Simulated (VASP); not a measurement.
Band structure of ScZn3 (space group P6_3/mmc). Calculation: LDA (Ceperley-Alder, Perdew-Zunger), VASP's LDA PAW potentials (set 64) (plane waves; VASP 6.6.1).

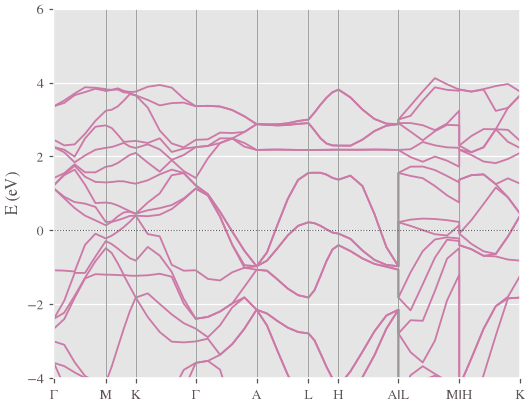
Figure: Bands along high-symmetry lines, zero at the valence-band maximum or, without a gap, the Fermi level

### Question
Read the plot: is there a gap, and where are the band edges?

### Answer
It has no gap at this level: it comes out as a metal or semimetal.

The structure comes from a computed database's ScZn3 entry (P6_3/mmc); how it stands against other phases isn't given here. The cell was not relaxed at this level.
